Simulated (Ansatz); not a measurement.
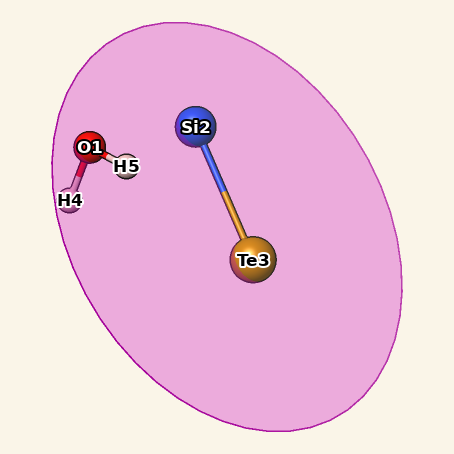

A disc through the centre of mass is drawn in. Atoms fade into the background with distance from the viewer. The geometry was computed by an optimisation with PBE-D4/def2-SVP. No frequency run is at hand to confirm it as a minimum.

### Is the plane of the disc a mirror plane of the structure?

Yes. The reflection leaves O1, Si2, Te3 in place and moves H4 ↔ H5. The point group is Cs.
